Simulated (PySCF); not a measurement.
# One shape, several levels: GeHF3 (SMILES [F][GeH]([F])[F])

Aim: a comparison of 5 runs (HF/STO-3G, B3LYP/6-31G*, B3LYP/6-31G**, PBE0/def2-SVP, CAM-B3LYP/aug-cc-pVDZ) of GeHF3. Input form: a Python script.

Program for the calculation: PySCF 2.14.0.

## (1) Starting point

GeHF3 has 5 atoms, charge 0, and is taken as a singlet. As SMILES, `[F][GeH]([F])[F]`. Geometry: relaxed at PBE0-D4/def2-TZVP.

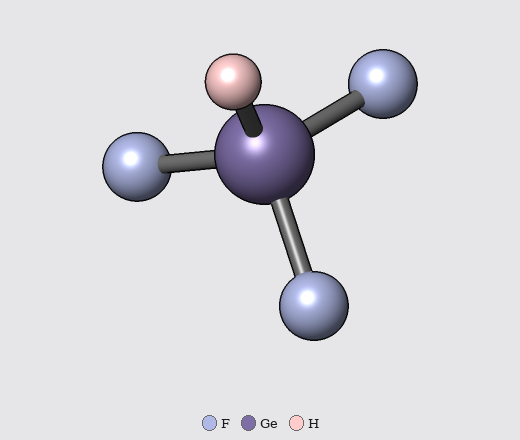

The structure, seen from a chosen angle (fluorine light blue, germanium purple, hydrogen pink).

## (2) Energy and gradient at HF/STO-3G (run 1)

calc.py reads:

```python
# [F][GeH]([F])[F]
from pyscf import gto

molecule = gto.M(
    atom='''
F       -0.249800      -0.734100       1.483000
Ge       0.095600      -0.008700      -0.023300
F       -0.673100       1.515700      -0.011300
F       -0.708100      -0.944000      -1.204000
H        1.585200       0.097300      -0.285700
''',
    max_memory=1860,
    verbose=4,
    basis='sto-3g',
    charge=0,
)

myscf = molecule.RHF()
myscf.conv_tol = 1e-10
myscf.kernel()
if not myscf.converged:
    myscf = myscf.newton().run(myscf.mo_coeff, myscf.mo_occ)

e_tot = myscf.e_tot
print('E(%s) = %.9f' % ('HF', e_tot))
grad = myscf.nuc_grad_method().kernel()
myscf.analyze()
```

Launch:

```sh
OMP_NUM_THREADS=1 python calc.py
```

Log:

```text
PySCF version 2.14.0

[... 57 lines left out ...]
converged SCF energy = -2346.48192342403
[... 17 lines left out ...]
Two-electron Coulomb Energy =         1390.801155875466065
[... 6 lines left out ...]
MO #4   energy= -45.5527848256404  occ= 2
[... 4 lines left out ...]
MO #9   energy= -6.57657891060551  occ= 2
[... 4 lines left out ...]
MO #14  energy= -1.43120273484044  occ= 2
[... 4 lines left out ...]
MO #19  energy= -0.755298758427745 occ= 2
[... 4 lines left out ...]
MO #24  energy= -0.507208943624881 occ= 2
[... 4 lines left out ...]
MO #29  energy= -0.403053451757089 occ= 2
[... 4 lines left out ...]
MO #34  energy= 0.549626442491802  occ= 0
[... 42 lines left out ...]
Dipole moment(X, Y, Z, Debye):  1.54645,  0.10972, -0.27199
```

Wall time 3.9 s (1 thread of Intel Xeon at 2.50GHz (Skylake/Cascade Lake), shared host); peak memory 0.12 GiB.

## (3) Energy and gradient at B3LYP/6-31G(d) (spherical functions) (run 2)

input.py reads:

```python
# [F][GeH]([F])[F]
from pyscf import gto, dft

system = gto.M(
    atom='''
F   -0.249800  -0.734100   1.483000
Ge   0.095600  -0.008700  -0.023300
F   -0.673100   1.515700  -0.011300
F   -0.708100  -0.944000  -1.204000
H    1.585200   0.097300  -0.285700
''',
    basis='6-31g*',
    verbose=4,
    max_memory=1860,
)

mf = dft.RKS(system, xc='b3lyp')
mf.grids.level = 5
mf.conv_tol = 1e-10
mf.kernel()
if not mf.converged:
    mf = mf.newton().run(mf.mo_coeff, mf.mo_occ)

etot = mf.e_tot
print('E(%s) = %.9f' % ('B3LYP', etot))
grad = mf.nuc_grad_method().kernel()
dip = mf.dip_moment()
pop, q = mf.mulliken_pop()
```

Launch:

```sh
OMP_NUM_THREADS=1 python input.py
```

Log:

```text
PySCF version 2.14.0

[... 73 lines left out ...]
converged SCF energy = -2376.97712548827
[... 13 lines left out ...]
Dipole moment(X, Y, Z, Debye):  2.30658,  0.16368, -0.40571
[... 82 lines left out ...]
charge of    4H =      0.06502
```

Wall time 47 s (1 thread of Intel Xeon at 2.50GHz (Skylake/Cascade Lake), shared host); peak memory 0.74 GiB.

Runs 3 to 4 aren't shown in full; the table further down has their settings and results.

## (4) Energy and gradient at CAM-B3LYP/aug-cc-pVDZ (run 5)

input.py reads:

```python
from pyscf import gto, dft

system = gto.M(
    atom=[
    ('F', (-0.249800, -0.734100, 1.483000)),
    ('Ge', (0.095600, -0.008700, -0.023300)),
    ('F', (-0.673100, 1.515700, -0.011300)),
    ('F', (-0.708100, -0.944000, -1.204000)),
    ('H', (1.585200, 0.097300, -0.285700)),
],
    charge=0,
    basis='aug-cc-pvdz',
    verbose=4,
    max_memory=1860,
)

ks = dft.RKS(system, xc='cam-b3lyp')
ks.grids.level = 5
ks.conv_tol = 1e-10
ks.kernel()
if not ks.converged:
    ks = ks.newton().run(ks.mo_coeff, ks.mo_occ)

energy = ks.e_tot
print(f'total energy: {energy:.8f} hartree')
grad = ks.nuc_grad_method().kernel()
dip = ks.dip_moment()
pop, q = ks.mulliken_pop()
```

Launch:

```sh
OMP_NUM_THREADS=1 python input.py
```

Log:

```text
PySCF version 2.14.0

[... 73 lines left out ...]
converged SCF energy = -2377.30761554017
total energy: -2377.30761554 hartree
[... 12 lines left out ...]
Dipole moment(X, Y, Z, Debye):  2.54527,  0.18061, -0.44767
[... 120 lines left out ...]
charge of    4H =      0.24773
```

Run time: 3 min. Hardware: 1 thread of Intel Xeon at 2.50GHz (Skylake/Cascade Lake), shared host; peak memory 1.2 GiB.

## (5) The series

| run | level | integration grid | energy (Eh) | dipole moment (D) | HOMO energy (eV) | LUMO energy (eV) | wall time |
| --- | --- | --- | --- | --- | --- | --- | --- |
| 1 | HF/STO-3G | – | -2346.481923 | 1.57 | -10.66 | 10.67 | 3.9 s |
| 2 | B3LYP/6-31G* (spherical functions) | 5 | -2376.977125 | 2.35 | -10.75 | -0.57 | 47 s |
| 3 | B3LYP/6-31G** (spherical functions) | 5 | -2376.978535 | 2.36 | -10.74 | -0.56 | 51 s |
| 4 | PBE0/def2-SVP | 5 | -2376.191652 | 2.44 | -11.22 | -0.28 | 51 s |
| 5 | CAM-B3LYP/aug-cc-pVDZ | 5 | -2377.307616 | 2.59 | -12.92 | -0.03 | 3 min |

## (6) Summary of results

| quantity | value |
| --- | --- |
| run 5: total energy | -2377.30762 Eh |
| run 5: dipole moment | 2.59 D |
| run 5: HOMO energy | -12.92 eV |
| run 5: LUMO energy | -0.03 eV |
| run 5: HOMO–LUMO gap | 12.88 eV |
| run 5: largest force on an atom | 0.753 eV/Å |

What this shows: The dipole moment (its size) runs from 1.57 D (HF/STO-3G) to 2.59 D (CAM-B3LYP/aug-cc-pVDZ). The two ends differ in method and basis. The HOMO–LUMO gap runs from 10.18 eV (B3LYP/6-31G**) to 21.33 eV (HF/STO-3G). Totals of different functionals can't be ranked against each other. In run 1 the basis is minimal, so the values are rough. All runs together took 5.6 min, the longest 3 min.
